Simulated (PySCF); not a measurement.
## Geometry relaxation of CH₁₁N₃OSi₃ (part 2 of 2)

The same run, continued: CH₁₁N₃OSi₃; PBE0-D3(BJ)/def2-SVP geometry optimisation, gas phase (PySCF 2.14.0). 

Geometry of the input (Å):
```
N  -0.1007  -1.0970  1.1332
Si -1.8259  -1.0326  1.3761
N  -2.4500  0.2461  0.3780
Si -1.8007  0.8248  -1.1304
N  -0.1205  0.6625  -1.0664
Si 0.7622  0.1690  0.3336
O  2.1768  -0.5772  -0.0265
C  3.3023  0.0472  -0.5755
H  0.3918  -1.8265  1.5538
H  -2.3715  -2.3455  1.0245
H  -2.1761  -0.6723  2.7701
H  -3.3580  0.5452  0.6188
H  -2.2614  2.2436  -1.2410
H  -2.3398  0.0468  -2.2699
H  0.3765  0.8065  -1.9153
H  1.0019  1.3435  1.2072
H  3.0682  0.4822  -1.5533
H  3.6353  0.8482  0.0876
H  4.0686  -0.7168  -0.6763
```

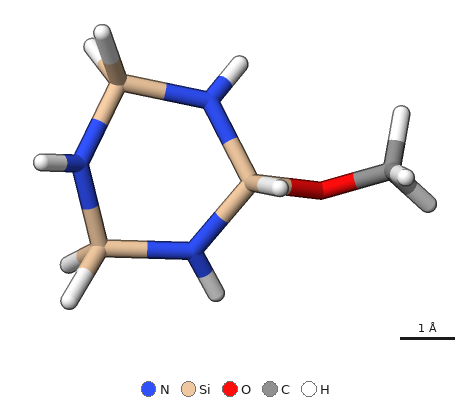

The geometry at step 11 of the log (stick view, seen on its broad side).

**Trajectory as extended XYZ, continued**
```
19
Properties=species:S:1:pos:R:3:forces:R:3 step=7 energy=-31340.03535
N    -0.1563   -0.9989    1.1745    0.0089   0.0074   0.0015
Si   -1.8810   -1.1003    1.3252    0.0108   0.0143  -0.0197
N    -2.5144    0.1639    0.3115    0.0025   0.0113   0.0033
Si   -1.9305    0.7527   -1.2165    0.0127   0.0029   0.0138
N    -0.2013    0.6416   -1.1295    0.0150  -0.0220  -0.0035
Si    0.7381    0.1530    0.2475    0.0255  -0.0225  -0.0035
O     2.1186   -0.6362   -0.2461   -0.0211   0.0684  -0.0185
C     3.3264   -0.0057   -0.5640   -0.0034  -0.0306   0.0057
H     0.4103   -1.7635    1.5325   -0.0093  -0.0058   0.0148
H    -2.3186   -2.4832    0.9511   -0.0098   0.0009   0.0044
H    -2.4030   -0.8302    2.7027    0.0014  -0.0131   0.0024
H    -3.2835    0.6919    0.7119   -0.0058  -0.0046  -0.0014
H    -2.4645    2.1451   -1.3585   -0.0060  -0.0033  -0.0071
H    -2.3970   -0.0199   -2.4126   -0.0025   0.0037  -0.0025
H     0.3162    0.6821   -2.0036   -0.0084   0.0003  -0.0042
H     1.1930    1.3340    1.0416   -0.0087  -0.0065   0.0098
H     3.3057    0.4444   -1.5740    0.0002  -0.0054   0.0015
H     3.5874    0.7927    0.1553   -0.0030   0.0022  -0.0022
H     4.1354   -0.7526   -0.5502    0.0010   0.0024   0.0054
19
Properties=species:S:1:pos:R:3:forces:R:3 step=8 energy=-31340.03618
N    -0.1575   -0.9959    1.1760    0.0079  -0.0086  -0.0149
Si   -1.8828   -1.0977    1.3199   -0.0108  -0.0100   0.0111
N    -2.5166    0.1691    0.3101    0.0116   0.0149   0.0154
Si   -1.9306    0.7554   -1.2176   -0.0119   0.0118  -0.0133
N    -0.2019    0.6421   -1.1304    0.0066  -0.0137  -0.0046
Si    0.7375    0.1542    0.2466    0.0242  -0.0121   0.0043
O     2.1167   -0.6317   -0.2525   -0.0193   0.0314  -0.0122
C     3.3311   -0.0099   -0.5591    0.0024  -0.0155   0.0062
H     0.4058   -1.7631    1.5342   -0.0083   0.0070   0.0107
H    -2.3237   -2.4788    0.9424    0.0023   0.0022  -0.0100
H    -2.4068   -0.8385    2.6989    0.0030   0.0041  -0.0002
H    -3.2797    0.7025    0.7151   -0.0036  -0.0098  -0.0067
H    -2.4665    2.1466   -1.3652    0.0030   0.0010   0.0038
H    -2.3974   -0.0172   -2.4137    0.0017  -0.0033   0.0020
H     0.3136    0.6762   -2.0060   -0.0024  -0.0017   0.0030
H     1.1921    1.3322    1.0449   -0.0070   0.0018   0.0017
H     3.3259    0.4293   -1.5740    0.0005  -0.0042   0.0000
H     3.5846    0.7954    0.1552   -0.0009   0.0032  -0.0016
H     4.1372   -0.7592   -0.5258    0.0010   0.0016   0.0051
19
Properties=species:S:1:pos:R:3:forces:R:3 step=9 energy=-31340.03668
N    -0.1592   -0.9948    1.1757    0.0036  -0.0158  -0.0214
Si   -1.8850   -1.0958    1.3147   -0.0182  -0.0186   0.0225
N    -2.5170    0.1753    0.3093    0.0171   0.0150   0.0175
Si   -1.9302    0.7592   -1.2189   -0.0198   0.0111  -0.0219
N    -0.2019    0.6405   -1.1325   -0.0032  -0.0065  -0.0042
Si    0.7367    0.1544    0.2456    0.0123  -0.0001   0.0129
O     2.1159   -0.6283   -0.2544   -0.0104   0.0007  -0.0120
C     3.3354   -0.0143   -0.5533    0.0060  -0.0013   0.0080
H     0.4012   -1.7627    1.5370   -0.0033   0.0127   0.0074
H    -2.3286   -2.4744    0.9309    0.0067   0.0025  -0.0137
H    -2.4100   -0.8441    2.6947    0.0021   0.0099  -0.0013
H    -3.2778    0.7104    0.7162   -0.0037  -0.0094  -0.0077
H    -2.4639    2.1509   -1.3691    0.0064   0.0030   0.0080
H    -2.3994   -0.0136   -2.4141    0.0030  -0.0043   0.0025
H     0.3124    0.6698   -2.0089    0.0025  -0.0038   0.0050
H     1.1876    1.3320    1.0466   -0.0030   0.0054  -0.0035
H     3.3439    0.4106   -1.5742    0.0008  -0.0037  -0.0009
H     3.5815    0.8006    0.1527   -0.0002   0.0029  -0.0015
H     4.1396   -0.7645   -0.4990    0.0011   0.0004   0.0045
19
Properties=species:S:1:pos:R:3:forces:R:3 step=10 energy=-31340.03741
N    -0.1628   -0.9932    1.1732   -0.0051  -0.0214  -0.0235
Si   -1.8896   -1.0926    1.3044   -0.0188  -0.0194   0.0250
N    -2.5165    0.1878    0.3076    0.0217   0.0131   0.0148
Si   -1.9303    0.7677   -1.2223   -0.0193   0.0053  -0.0217
N    -0.2027    0.6358   -1.1388   -0.0153   0.0007  -0.0041
Si    0.7345    0.1541    0.2419   -0.0101   0.0202   0.0235
O     2.1142   -0.6246   -0.2567    0.0049  -0.0393  -0.0152
C     3.3436   -0.0238   -0.5389    0.0099   0.0177   0.0105
H     0.3937   -1.7603    1.5419    0.0062   0.0160   0.0038
H    -2.3366   -2.4659    0.9055    0.0077   0.0023  -0.0119
H    -2.4167   -0.8528    2.6857   -0.0001   0.0105  -0.0019
H    -3.2736    0.7252    0.7181   -0.0055  -0.0066  -0.0074
H    -2.4560    2.1623   -1.3731    0.0075   0.0041   0.0095
H    -2.4065   -0.0042   -2.4153    0.0028  -0.0015   0.0007
H     0.3098    0.6549   -2.0164    0.0077  -0.0064   0.0057
H     1.1794    1.3332    1.0441    0.0035   0.0072  -0.0082
H     3.3806    0.3702   -1.5712    0.0010  -0.0032  -0.0015
H     3.5728    0.8113    0.1490   -0.0001   0.0017  -0.0012
H     4.1438   -0.7738   -0.4400    0.0014  -0.0011   0.0032
19
Properties=species:S:1:pos:R:3:forces:R:3 step=11 energy=-31340.03816
N    -0.1682   -0.9914    1.1682   -0.0137  -0.0212  -0.0181
Si   -1.8961   -1.0884    1.2901   -0.0094  -0.0095   0.0150
N    -2.5146    0.2053    0.3051    0.0206   0.0090   0.0078
Si   -1.9308    0.7803   -1.2278   -0.0093  -0.0024  -0.0108
N    -0.2046    0.6277   -1.1499   -0.0211   0.0034  -0.0043
Si    0.7310    0.1526    0.2343   -0.0284   0.0373   0.0293
O     2.1119   -0.6239   -0.2599    0.0171  -0.0664  -0.0201
C     3.3537   -0.0380   -0.5151    0.0101   0.0313   0.0122
H     0.3854   -1.7552    1.5478    0.0142   0.0147   0.0019
H    -2.3465   -2.4541    0.8696    0.0039   0.0014  -0.0047
H    -2.4266   -0.8626    2.6723   -0.0022   0.0052  -0.0014
H    -3.2666    0.7461    0.7203   -0.0080  -0.0030  -0.0059
H    -2.4420    2.1805   -1.3753    0.0051   0.0034   0.0072
H    -2.4191    0.0121   -2.4183    0.0010   0.0037  -0.0024
H     0.3058    0.6307   -2.0288    0.0097  -0.0079   0.0039
H     1.1707    1.3357    1.0337    0.0083   0.0053  -0.0089
H     3.4322    0.3127   -1.5604    0.0009  -0.0024  -0.0015
H     3.5577    0.8247    0.1462   -0.0003   0.0001  -0.0008
H     4.1477   -0.7839   -0.3532    0.0016  -0.0021   0.0017
19
Properties=species:S:1:pos:R:3:forces:R:3 step=12 energy=-31340.03895
N    -0.1751   -0.9897    1.1614   -0.0170  -0.0136  -0.0071
Si   -1.9043   -1.0830    1.2728    0.0056   0.0061  -0.0024
N    -2.5109    0.2268    0.3009    0.0122   0.0034  -0.0013
Si   -1.9306    0.7963   -1.2356    0.0062  -0.0083   0.0057
N    -0.2068    0.6154   -1.1655   -0.0172   0.0013  -0.0041
Si    0.7269    0.1489    0.2232   -0.0328   0.0424   0.0253
O     2.1092   -0.6284   -0.2642    0.0193  -0.0687  -0.0217
C     3.3639   -0.0555   -0.4829    0.0066   0.0339   0.0110
H     0.3770   -1.7473    1.5547    0.0158   0.0091   0.0023
H    -2.3588   -2.4393    0.8274   -0.0028   0.0000   0.0042
H    -2.4396   -0.8714    2.6552   -0.0030  -0.0029  -0.0003
H    -3.2569    0.7717    0.7212   -0.0094  -0.0004  -0.0035
H    -2.4210    2.2046   -1.3759    0.0005   0.0015   0.0022
H    -2.4357    0.0361   -2.4242   -0.0012   0.0087  -0.0056
H     0.3014    0.5971   -2.0454    0.0069  -0.0079   0.0009
H     1.1643    1.3380    1.0151    0.0090   0.0003  -0.0050
H     3.4933    0.2447   -1.5385    0.0004  -0.0012  -0.0006
H     3.5364    0.8381    0.1457   -0.0005  -0.0017  -0.0001
H     4.1482   -0.7921   -0.2465    0.0014  -0.0021   0.0000
19
Properties=species:S:1:pos:R:3:forces:R:3 step=13 energy=-31340.03959
N    -0.1810   -0.9896    1.1563   -0.0115  -0.0016   0.0025
Si   -1.9112   -1.0777    1.2599    0.0147   0.0148  -0.0146
N    -2.5067    0.2433    0.2958    0.0007  -0.0013  -0.0071
Si   -1.9282    0.8089   -1.2430    0.0156  -0.0079   0.0152
N    -0.2071    0.6025   -1.1787   -0.0070  -0.0017  -0.0027
Si    0.7242    0.1432    0.2142   -0.0204   0.0298   0.0110
O     2.1076   -0.6378   -0.2670    0.0108  -0.0437  -0.0142
C     3.3691   -0.0682   -0.4563    0.0025   0.0232   0.0054
H     0.3711   -1.7406    1.5619    0.0091   0.0020   0.0044
H    -2.3706   -2.4270    0.7989   -0.0069  -0.0007   0.0085
H    -2.4507   -0.8743    2.6418   -0.0019  -0.0073   0.0008
H    -3.2498    0.7908    0.7178   -0.0079   0.0000  -0.0013
H    -2.3994    2.2245   -1.3756   -0.0028  -0.0002  -0.0014
H    -2.4476    0.0592   -2.4319   -0.0020   0.0095  -0.0060
H     0.2999    0.5665   -2.0587    0.0014  -0.0071  -0.0017
H     1.1633    1.3373    0.9978    0.0055  -0.0042   0.0010
H     3.5354    0.1987   -1.5155    0.0003   0.0002   0.0003
H     3.5165    0.8454    0.1494   -0.0003  -0.0022   0.0008
H     4.1463   -0.7941   -0.1684    0.0001  -0.0016  -0.0009
19
Properties=species:S:1:pos:R:3:forces:R:3 step=14 energy=-31340.04000
N    -0.1858   -0.9901    1.1546   -0.0015   0.0082   0.0064
Si   -1.9166   -1.0728    1.2524    0.0137   0.0130  -0.0157
N    -2.5036    0.2534    0.2898   -0.0083  -0.0042  -0.0080
Si   -1.9235    0.8170   -1.2490    0.0149  -0.0029   0.0143
N    -0.2051    0.5915   -1.1869    0.0028  -0.0014  -0.0001
Si    0.7234    0.1369    0.2095   -0.0032   0.0073  -0.0059
O     2.1071   -0.6489   -0.2676   -0.0003  -0.0073  -0.0010
C     3.3700   -0.0753   -0.4392    0.0010   0.0055  -0.0015
H     0.3662   -1.7357    1.5702   -0.0009  -0.0025   0.0062
H    -2.3809   -2.4187    0.7862   -0.0066  -0.0005   0.0066
H    -2.4596   -0.8716    2.6332    0.0002  -0.0060   0.0012
H    -3.2478    0.8012    0.7099   -0.0041  -0.0012  -0.0001
H    -2.3807    2.2378   -1.3759   -0.0029  -0.0008  -0.0018
H    -2.4518    0.0779   -2.4406   -0.0013   0.0063  -0.0043
H     0.3019    0.5433   -2.0663   -0.0033  -0.0065  -0.0025
H     1.1664    1.3335    0.9870    0.0012  -0.0054   0.0049
H     3.5549    0.1787   -1.4984   -0.0002   0.0012   0.0010
H     3.5014    0.8465    0.1574   -0.0001  -0.0019   0.0013
H     4.1452   -0.7936   -0.1275   -0.0012  -0.0009  -0.0011
19
Properties=species:S:1:pos:R:3:forces:R:3 step=15 energy=-31340.04022
N    -0.1897   -0.9891    1.1559    0.0060   0.0108   0.0049
Si   -1.9209   -1.0686    1.2478    0.0065   0.0053  -0.0086
N    -2.5032    0.2585    0.2834   -0.0113  -0.0052  -0.0063
Si   -1.9184    0.8220   -1.2536    0.0072   0.0017   0.0068
N    -0.2020    0.5847   -1.1901    0.0074   0.0024   0.0025
Si    0.7238    0.1328    0.2088    0.0078  -0.0098  -0.0149
O     2.1069   -0.6571   -0.2661   -0.0063   0.0165   0.0093
C     3.3699   -0.0801   -0.4301    0.0000  -0.0073  -0.0056
H     0.3608   -1.7314    1.5794   -0.0069  -0.0026   0.0067
H    -2.3879   -2.4138    0.7823   -0.0034   0.0004   0.0015
H    -2.4673   -0.8671    2.6273    0.0018  -0.0018   0.0012
H    -3.2501    0.8051    0.7002   -0.0010  -0.0021   0.0000
H    -2.3677    2.2457   -1.3775   -0.0003  -0.0002   0.0002
H    -2.4495    0.0911   -2.4490    0.0001   0.0023  -0.0020
H     0.3053    0.5287   -2.0689   -0.0046  -0.0063  -0.0021
H     1.1702    1.3297    0.9838   -0.0013  -0.0034   0.0045
H     3.5610    0.1728   -1.4885   -0.0006   0.0015   0.0014
H     3.4948    0.8430    0.1660    0.0002  -0.0016   0.0016
H     4.1450   -0.7958   -0.1122   -0.0015  -0.0005  -0.0011
```

**Key numbers**

- outcome: converged
- total energy: −1151.725244 hartree
- dipole moment: 1.02 D
- point group: C1
- hardware: 1 CPU thread, shared host
- wall time: 7.4 min
- peak memory: 0.92 GiB
